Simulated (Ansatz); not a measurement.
# RPA@PBE/STO-3G run of P2H2 (phosphanylidenephosphane)

Aim: the energy change on altering one bond length of P2H2 (phosphanylidenephosphane) at RPA@PBE/STO-3G, from 2 runs. 

The calculation is run with Ansatz 0.2.0.

34 further runs of the same task are left out: 34 set aside as unsound or not needed.

**1. Starting point**

The species is P2H2 (4 atoms), meant as a singlet with charge 0. As SMILES, `[H]/P=P/[H]`. The shape is that of a GFN2-xTB optimisation.

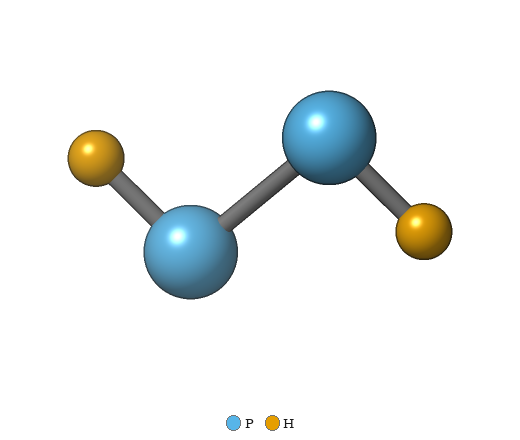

The structure, seen from a chosen angle (phosphorus blue, hydrogen amber).

**2. A single-point energy at RPA@PBE/STO-3G**

Input file in.yaml:

```yaml
crystal:
  periodic: [false, false, false]
  atoms:
    - {symbol: P, position_ang: [-0.024370, -1.003630, 0.088350]}
    - {symbol: P, position_ang: [0.024420, 1.003540, -0.088260]}
    - {symbol: H, position_ang: [1.037260, -1.067570, 1.003320]}
    - {symbol: H, position_ang: [-1.037310, 1.067660, -1.003410]}
basis:
  gaussian:
    orbitals: STO-3G
hamiltonian:
  xc: pbe
correlation:
  method: rpa
  frozen_orbitals: {H: 0, P: 5}
accuracy: high
```

Launch:

```
ansatz run in.yaml --threads 1 --pin off --max-ram 2610MiB --events-out events.jsonl --progress --plain --runs-dir runs
```

Standard output:

```text
Warning: RAYON_NUM_THREADS=1 ignored (pool sized by the plan → 1); use --threads N
Functional definition: PBE
  name "PBE"
  parameter kappa = 0.804
  parameter beta = 0.06672455060314922
  exchange = pbe_x(kappa = kappa, mu = beta*pi^2/3)
  correlation = pbe_c(beta = beta)
346 factors; integrals over basis functions are off by at most 4.4e-9 eV
mean field evaluation 1: about -18388.8417 eV, gradient 7.9e0 eV
mean field evaluation 2: about -18388.8082 eV, gradient 7.9e0 eV
mean field evaluation 4: about -18389.0492 eV, gradient 6.8e-1 eV
mean field evaluation 8: about -18389.0515 eV, gradient 7.7e-3 eV
mean field -18389.05150046 eV, -675.7851780951 hartree, gradient 7.3e-8 eV, S^2 0.000000; 0 other end points of the search recorded, 0 dependent functions left out
10 core orbitals not correlated: weight in the atoms' cores, before any rotation towards them, 0.999 or more for the frozen orbitals, at most 0.000 for the correlated occupied ones
reference -18365.21994418 eV, -674.9093845556 hartree; 6, 6 occupied and 4, 4 virtual orbitals, 346 factors
Total energy: -18370.35782762 eV, -675.0981982891 hartree
```

Wall time 1.1 s (1 thread of Arm Neoverse V2, shared host); peak memory 0.089 GiB.

**3. The distorted shape, same level**

Input file molecule.yaml:

```yaml
crystal:
  periodic: [false, false, false]
  atoms:
    - {symbol: P, position_ang: [0.241092, -1.019662, 0.317163]}
    - {symbol: P, position_ang: [0.289882, 0.987508, 0.140553]}
    - {symbol: H, position_ang: [1.302722, -1.083602, 1.232133]}
    - {symbol: H, position_ang: [-1.037310, 1.067660, -1.003410]}
basis:
  gaussian:
    orbitals: STO-3G
hamiltonian:
  xc: pbe
correlation:
  method: rpa
  frozen_orbitals: {H: 0, P: 5}
accuracy: high
```

Launch:

```
ansatz run molecule.yaml --threads 1 --pin off --max-ram 2610MiB --events-out events.jsonl --progress --plain --runs-dir runs
```

Standard output, shortened:

```text
Warning: RAYON_NUM_THREADS=1 ignored (pool sized by the plan → 1); use --threads N
[... 6 set-up lines as earlier in the session ...]
345 factors; integrals over basis functions are off by at most 5.1e-9 eV
mean field evaluation 1: about -18387.6918 eV, gradient 1.1e1 eV
mean field evaluation 2: about -18387.6462 eV, gradient 1.1e1 eV
mean field evaluation 4: about -18387.5497 eV, gradient 1.3e1 eV
mean field evaluation 8: about -18388.2309 eV, gradient 3.7e-2 eV
mean field evaluation 16: about -18388.2309 eV, gradient 5.2e-8 eV
mean field -18388.23090133 eV, -675.7550216332 hartree, gradient 5.2e-8 eV, S^2 0.000000; 0 other end points of the search recorded, 0 dependent functions left out
10 core orbitals not correlated: weight in the atoms' cores, before any rotation towards them, 0.999 or more for the frozen orbitals, at most 0.000 for the correlated occupied ones
reference -18363.81374925 eV, -674.8577078451 hartree; 6, 6 occupied and 4, 4 virtual orbitals, 345 factors
Total energy: -18369.51820297 eV, -675.0673426526 hartree
```

Wall time 1.2 s (1 thread of Arm Neoverse V2, shared host).

**4. What came out**

Level: RPA@PBE/STO-3G, 10 core orbitals frozen.

| quantity | value |
| --- | --- |
| first shape: total energy | -675.09820 Eh |
| first shape: RPA correlation energy (valence) | -188.8 mEh |
| distorted shape: total energy | -675.06734 Eh |
| distorted shape: RPA correlation energy (valence) | -209.6 mEh |
| energy change with the P2–H4 bond stretched from 1.403 to 1.754 Å | 0.840 eV |

With the P2–H4 bond stretched from 1.403 to 1.754 Å the energy rises by 0.84 eV (19.4 kcal/mol). The first shape isn't relaxed at this level, so the change isn't measured from a minimum. The minimal basis adds a large error of its own.
